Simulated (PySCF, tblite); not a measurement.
**C₄H₉Si radical: geometry, infrared bands and EPR parameters**

Wanted: the infrared bands and EPR parameters of C₄H₉Si radical (`[SiH3][C@@H]1[CH]CC1`), by calculation.

The runs use tblite 0.8.0 and PySCF 2.14.0, with density-fitted response routines of our own; the level of theory stands in each step. All values are computed, except where a source is named. Atoms count from 0, in the outputs and in this text.

## 1. The molecule as given

14 atoms, charge 0, multiplicity 2; geometry from: force field or distance geometry start.

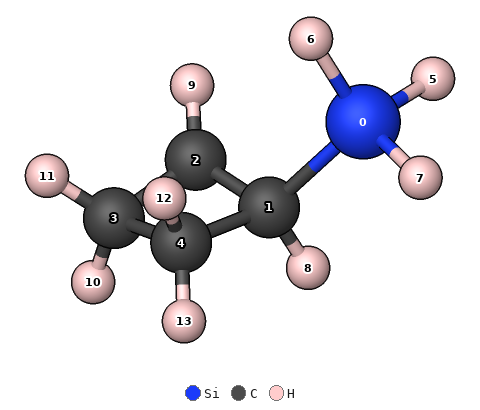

The starting geometry (silicon blue, carbon dark grey, hydrogen pink), atoms numbered.

## 2. Relaxing the molecule with GFN2-xTB

Job settings and geometry (Å):

```
{"job": {"kind": "relax", "xc": "GFN2-xTB", "basis": "xTB"}, "charge": 0, "multiplicity": 2}
Si     1.962800     0.336100    -0.331800
C      0.124900    -0.190900    -0.601400
C     -0.887000     0.843500    -0.453000
C     -1.753600     0.000200     0.358000
C     -0.531600    -0.903000     0.612400
H      2.406300     1.207700    -1.448600
H      2.108300     1.095400     0.937700
H      2.844500    -0.849000    -0.270300
H      0.029300    -0.743300    -1.536300
H     -0.803300     1.920900    -0.416400
H     -2.568900    -0.472200    -0.202400
H     -2.157500     0.473400     1.262300
H     -0.068800    -0.744800     1.596100
H     -0.706000    -1.974400     0.471500
```

The run is started by

```console
> OMP_NUM_THREADS=1 python probes_run.py task.json out
```

The driver reads the jobs from task.json and runs them one after another.

Output:

```text
step      E/eV     max force
  0    -401.90572    2.010
  1    -401.99692    0.644
  2    -402.02882    0.501
  3    -402.05149    0.387
  4    -402.05884    0.268
  5    -402.06470    0.201
  6    -402.06806    0.193
  7    -402.07131    0.152
  8    -402.07406    0.110
  9    -402.07651    0.111
 10    -402.07853    0.128
 11    -402.08048    0.156
 12    -402.08275    0.149
 13    -402.08592    0.166
 14    -402.09033    0.201
 15    -402.09602    0.203
 16    -402.10234    0.186
 17    -402.10800    0.171
 18    -402.11312    0.200
 19    -402.11885    0.190
 20    -402.12410    0.183
 21    -402.12813    0.198
 22    -402.13191    0.182
 23    -402.13638    0.232
 24    -402.14138    0.217
 25    -402.14162    0.677
 26    -402.14939    0.131
 27    -402.15187    0.113
 28    -402.15485    0.130
 29    -402.15627    0.133
 30    -402.15988    0.137
 31    -402.16229    0.137
 32    -402.16544    0.155
 33    -402.16873    0.209
 34    -402.17161    0.254
 35    -402.17513    0.168
 36    -402.17815    0.152
 37    -402.18029    0.160
 38    -402.18265    0.124
 39    -402.18450    0.107
 40    -402.18594    0.106
 41    -402.18744    0.143
 42    -402.18901    0.086
 43    -402.19026    0.166
 44    -402.19112    0.068
 45    -402.19174    0.059
 46    -402.19233    0.084
 47    -402.19342    0.105
 48    -402.19444    0.083
 49    -402.19524    0.079
 50    -402.19586    0.072
 51    -402.19657    0.061
 52    -402.19739    0.057
 53    -402.19807    0.053
 54    -402.19849    0.050
 55    -402.19880    0.051
 56    -402.19917    0.063
 57    -402.19963    0.063
 58    -402.20006    0.047
 59    -402.20036    0.044
 60    -402.20055    0.053
 61    -402.20076    0.048
 62    -402.20102    0.043
 63    -402.20132    0.046
 64    -402.20163    0.066
 65    -402.20191    0.059
 66    -402.20213    0.050
 67    -402.20228    0.023
 68    -402.20238    0.021
 69    -402.20245    0.026
 70    -402.20252    0.026
 71    -402.20259    0.035
 72    -402.20266    0.019
 73    -402.20272    0.019
 74    -402.20278    0.024
 75    -402.20284    0.031
 76    -402.20292    0.033
 77    -402.20300    0.030
 78    -402.20306    0.020
 79    -402.20311    0.013
 80    -402.20315    0.012
 81    -402.20318    0.018
 82    -402.20321    0.018
 83    -402.20323    0.013
 84    -402.20325    0.010
 85    -402.20327    0.007
```

Wall time 0.33 s (1 thread of Arm Neoverse V2, shared host).

Step by step: (not every step is listed)

```tsv
step	energy from step 0 (eV)	largest force (eV/Å)
0	0.0000	2.0103
1	-0.0912	0.6440
2	-0.1231	0.5006
3	-0.1458	0.3870
4	-0.1531	0.2676
5	-0.1590	0.2007
6	-0.1623	0.1931
7	-0.1656	0.1524
8	-0.1683	0.1103
15	-0.1903	0.2027
22	-0.2262	0.1817
29	-0.2506	0.1333
36	-0.2724	0.1521
43	-0.2845	0.1662
50	-0.2901	0.0720
57	-0.2939	0.0626
64	-0.2959	0.0664
71	-0.2969	0.0348
78	-0.2973	0.0198
80	-0.2974	0.0120
81	-0.2975	0.0179
82	-0.2975	0.0185
83	-0.2975	0.0126
84	-0.2975	0.0100
85	-0.2976	0.0070
```

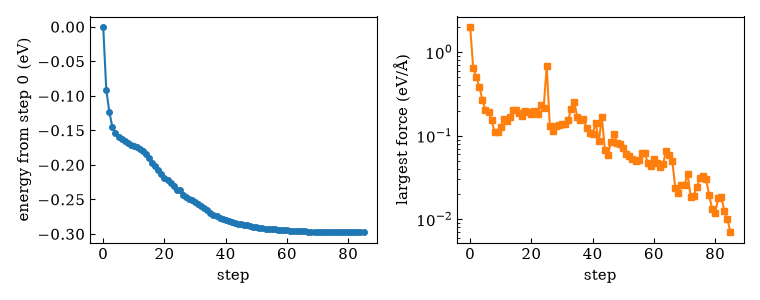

Energy and largest force along the relaxation.

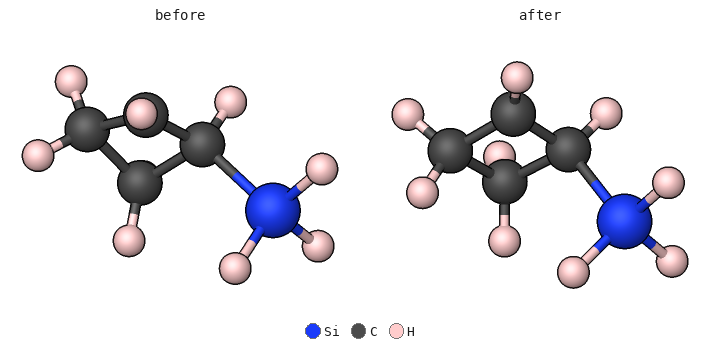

The geometry before (left) and after (right).

Distances of close pairs at the start and the end, largest changes first:

```tsv
bond	before (Å)	after (Å)	change (Å)
C2–C3	1.456	1.483	+0.027
Si0–H6	1.486	1.462	-0.024
Si0–H5	1.484	1.462	-0.022
C1–C2	1.455	1.469	+0.015
Si0–H7	1.478	1.465	-0.013
C1–C4	1.553	1.543	-0.010
C2–H9	1.081	1.071	-0.010
C4–H12	1.099	1.089	-0.010
```

The next job starts from the end point, and lists it.

## 3. Harmonic vibrations with GFN2-xTB

Job settings and geometry (Å):

```
{"job": {"kind": "ir", "xc": "GFN2-xTB", "basis": "xTB"}, "charge": 0, "multiplicity": 2}
Si     1.876190     0.424285    -0.167408
C      0.166242    -0.291739    -0.677098
C     -0.888752     0.730362    -0.636010
C     -1.549070     0.153724     0.560258
C     -0.575689    -1.034883     0.453046
H      2.284512     1.384090    -1.192289
H      1.728641     1.082867     1.129999
H      2.853448    -0.662858    -0.067049
H      0.282015    -0.843907    -1.615208
H     -1.075850     1.613344    -1.213071
H     -2.610147    -0.093250     0.448922
H     -1.445747     0.736751     1.483649
H      0.008390    -1.244558     1.347656
H     -1.054861    -1.954701     0.122437
```

Output:

```text
mode    cm-1     km/mol
  1     102.7      0.29
  2     123.2      1.02
  3     205.1      3.20
  4     216.9     37.49
  5     284.4      1.25
  6     512.4     31.90
  7     535.0     51.03
  8     645.8     26.81
  9     763.0     99.13
 10     769.6    176.02
 11     776.2    263.97
 12     787.0    204.16
 13     828.3      2.10
 14     952.6      9.59
 15     978.0      3.92
 16     997.7      3.21
 17    1024.8      3.49
 18    1050.5      6.40
 19    1110.5     16.44
 20    1142.2      6.23
 21    1155.7      1.78
 22    1194.0      6.30
 23    1222.7      0.61
 24    1251.8      4.25
 25    1280.3      6.20
 26    1457.1      0.74
 27    1484.6      0.50
 28    2245.1    331.86
 29    2274.3    264.40
 30    2275.4    292.70
 31    2862.6     49.90
 32    2877.9     47.34
 33    2915.7     78.72
 34    2992.0     52.79
 35    3006.5     48.13
 36    3144.3     58.46
```

It took 0.26 s on 1 thread of Arm Neoverse V2, shared host.

The strongest bands and the atoms that carry them (share of the mass-weighted mode):

```tsv
cm⁻¹	km/mol	atoms
763	99.1	H5 22 %, H6 18 %, H11 13 %
770	176.0	H6 26 %, H5 21 %, H11 10 %
776	264.0	H5 49 %, H7 43 %
787	204.2	H6 54 %, H7 39 %
2245	331.9	H7 96 %
2274	264.4	H6 96 %
2275	292.7	H5 97 %
2916	78.7	H10 73 %, H11 23 %
```

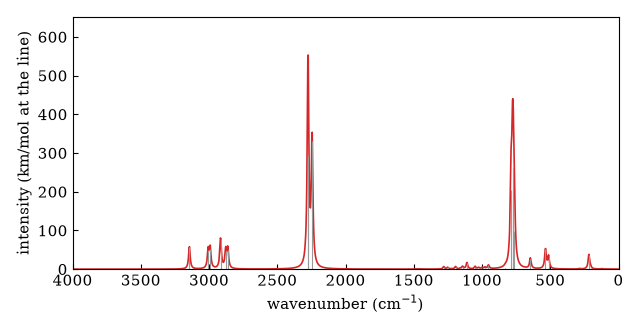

The infrared spectrum from these modes, unscaled. Lines are broadened to a width of 14 cm⁻¹ (Lorentzian).

## 4. g tensor and hyperfine couplings: B3LYP/pcH-1

The job, as its differences from that of step 3:

```diff
@@ -1,2 +1,2 @@
-{"job": {"kind": "ir", "xc": "GFN2-xTB", "basis": "xTB"}, "charge": 0, "multiplicity": 2}
+{"job": {"kind": "epr", "basis": "pcH-1"}, "charge": 0, "multiplicity": 2}
 Si     1.876190     0.424285    -0.167408
```

Level: UKS B3LYP, pcH-1 on C H Si, non-relativistic, mean-field spin-orbit, GIAO.

Output:

```text
UKS, coarse grid
  cycle   1  E = -447.22134338  |g| = 2.87e-01
  cycle   2  E = -447.19175979  |g| = 3.73e-01
  cycle   3  E = -447.26365904  |g| = 3.65e-02
  cycle   4  E = -447.26432350  |g| = 1.13e-02
  cycle   5  E = -447.26437960  |g| = 6.04e-03
  cycle   6  E = -447.26440010  |g| = 1.34e-03
  cycle   7  E = -447.26440145  |g| = 4.66e-04
UKS, final grid
  cycle   1  E = -447.26440708  |g| = 5.61e-04
  cycle   2  E = -447.26440698  |g| = 7.34e-04
  cycle   3  E = -447.26440724  |g| = 4.45e-05
  cycle   4  E = -447.26440724  |g| = 2.23e-05
E = -447.26440724 Eh   <S^2> = 0.7544 (exact 0.7500)
g shifts (ppm)      1          2          3
  rmc          -143       -143       -143
  gc             -0         21         11
  oz_so         -56        709        803
  total        -200        587        671
hyperfine (MHz)  atom isotope    a_iso     a_fc   dipolar eigenvalues
    0  29Si    -130.08    -130.21    -19.10      8.75     10.36
    1   13C     -32.24     -32.25     -3.62      0.54      3.07
    2   13C      90.74      90.84    -77.57    -76.19    153.77
    3   13C     -34.69     -34.70     -2.45      0.26      2.19
    4   13C       9.56       9.56     -1.53     -0.91      2.43
    5    1H      -3.51      -3.51     -2.48     -1.63      4.10
    6    1H      -3.40      -3.40     -2.98     -1.59      4.56
    7    1H      24.84      24.84     -2.02     -1.02      3.04
    8    1H     116.58     116.58     -4.60     -3.52      8.12
    9    1H     -60.44     -60.45    -36.86      0.32     36.54
   10    1H     105.71     105.71     -4.41     -3.64      8.05
   11    1H     120.10     120.10     -4.21     -3.61      7.82
   12    1H      -4.32      -4.32     -2.52     -1.97      4.50
   13    1H      -2.98      -2.98     -2.83     -2.47      5.30
```

Run time: 40 s. Hardware: 1 thread of Arm Neoverse V2, shared host; peak memory 0.88 GiB.

Principal g values 2.00212, 2.00291, 2.00299; g(iso) = 2.00267, against 2.00232 for a free electron.

Hyperfine couplings; where a row names several nuclei, a(iso) is their mean (it holds for fast rotation or exchange) and the dipolar term the largest among them:

```tsv
nuclei	isotope	a(iso) (MHz)	a(iso) (G, at g = 2.0023)	largest dipolar term (MHz)
Si0	29Si	-130.1	-46.4	-19.1
H11	1H	120.1	42.9	7.8
H8	1H	116.6	41.6	8.1
H10	1H	105.7	37.7	8.0
C2	13C	90.7	32.4	153.8
H9	1H	-60.4	-21.6	-36.9
C3	13C	-34.7	-12.4	-2.4
C1	13C	-32.2	-11.5	-3.6
C4	13C	9.6	3.4	2.4
H5, H6, H7	1H	6.0	2.1	4.6
H12	1H	-4.3	-1.5	4.5
H13	1H	-3.0	-1.1	5.3
```

Mulliken spin populations:

Si0 0.07; C1 -0.08; C2 0.97; C3 -0.09; C4 0.01; H5 0.00; H6 0.00; H7 0.02; H8 0.05; H9 -0.04; H10 0.04; H11 0.05; H12 0.00; H13 0.00

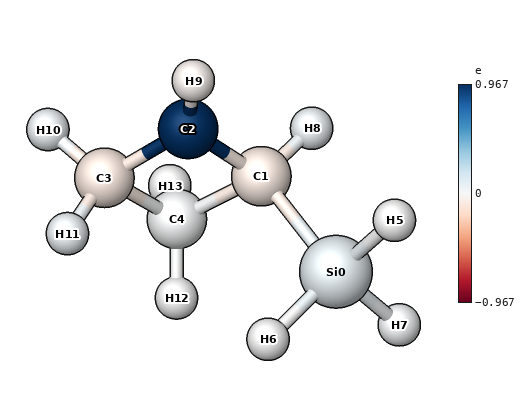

Mulliken spin populations, as colours on the atoms.

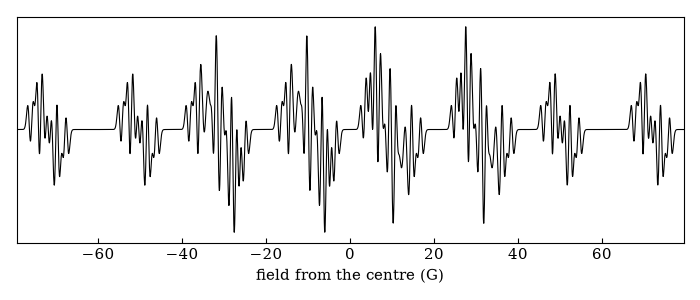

First-order isotropic spectrum (first derivative, main isotopes with spin only, couplings over 0.8 MHz, Gaussian width 0.4 G; couplings of the frozen geometry, rotation of groups not averaged beyond the rows shown).

Orbitals, density, ELF and potential are computed afterwards from the orbital file.

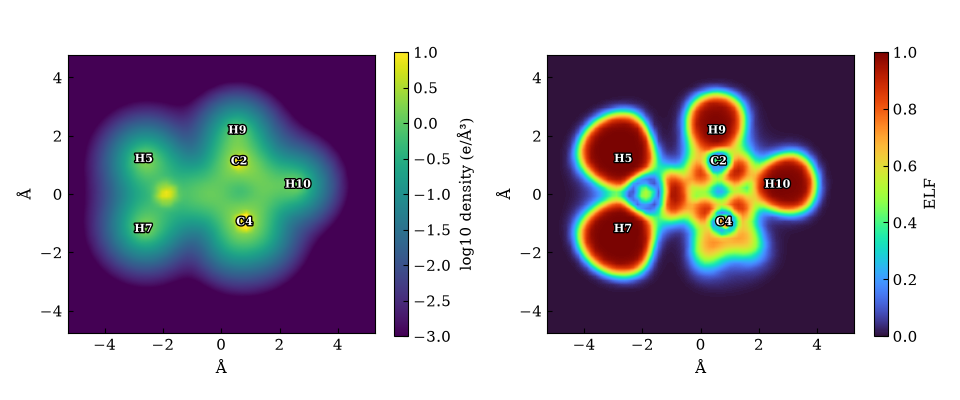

Density (left) and ELF (right) in a plane through or near 6 of the atoms.

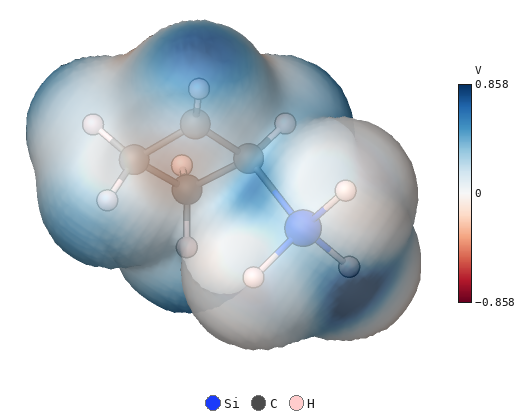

Electrostatic potential on the surface of density 0.002 e/bohr³; red is low, blue high. It runs from -0.34 V near C2 to 0.86 V near H5.

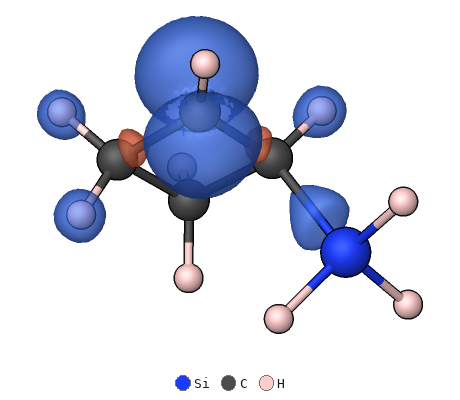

Spin density at ±0.04 e/Å³ (alpha excess blue, beta excess red).

## 5. What came out

```
                                                                  quantity                    value
                                 strongest single infrared mode (GFN2-xTB)    2245 cm⁻¹, 332 km/mol
                                              zero-point energy (GFN2-xTB)            67.8 kcal/mol
                                                            g(iso) (B3LYP)                  2.00267
                                                                      ⟨S²⟩       0.754 (exact 0.75)
                                        largest a(iso) (averaged by class)  29Si on Si0, -130.1 MHz
potential on the surface of density 0.002 e/bohr³, 1st and 99th percentile       -0.34 V and 0.86 V
```

In words: The optimisation took 85 steps and gained 0.298 eV; among the close pairs (by a distance rule), C2–C3 changed most, from 1.456 to 1.483 Å. No mode is imaginary among the 36: a minimum at this level. The strongest single mode, at 2245 cm⁻¹, moves mainly H7. Unscaled tight-binding wavenumbers are off by several per cent, some by more. Its intensities can rank the bands wrongly. Most of the unpaired spin sits on C2 (0.97 e). The isotropic g lies 0.4 ppt above the free-electron value. The conformer search found further structures of the same energy, which may be mirror or relabelled copies of this one.
